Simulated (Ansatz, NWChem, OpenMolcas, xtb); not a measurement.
# Loss of CH4: C2H4S → CS + CH4

Gas-phase species: C2H4S (thiirane) `C1CS1`, singlet; CS (carbon monosulfide), singlet; CH4 `C`, singlet. This is a balance of energies; it says nothing on the path, which may need atoms to shift.

Shapes, held fixed at every level: PBE0-D4/def2-TZVP; CS at the measured bond length. Programs: Ansatz 0.2.0, NWChem 7.3.0, OpenMolcas 26.06, xtb 6.7.1. A level may come from different programs for different species; with the same settings they agree closely. Electronic energies: no zero-point or thermal term.

```
                             level            kind  ΔE (kJ/mol)
                          GFN1-xTB  semi-empirical       +262.0
                         HF/STO-3G    Hartree–Fock       +200.6
                          HF/3-21G    Hartree–Fock       +130.3
                       HF/def2-SVP    Hartree–Fock       +121.7
B3LYP/6-31G* (Cartesian functions)   global hybrid       +144.9
                     PBE0/def2-SVP   global hybrid       +189.0
```

PBE0/def2-SVP gives ΔE = +189.0 kJ/mol; the levels span +121.7 to +262.0. GFN1-xTB strays far from the other rows. The median of the levels is +167.0. No measured value is set beside it here. PBE0/def2-SVP lies outside the range of the other correlated levels here, so it shouldn't be taken on trust. Rows in sets without polarisation functions are far from converged.

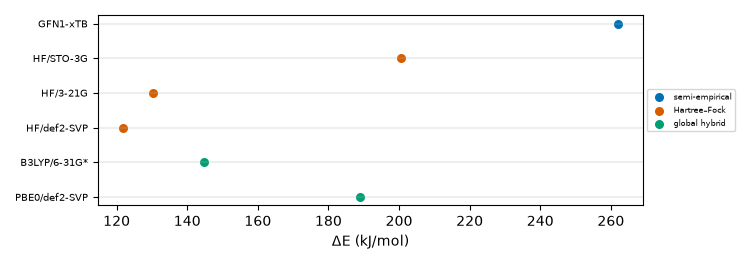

The values of the table, level by level.
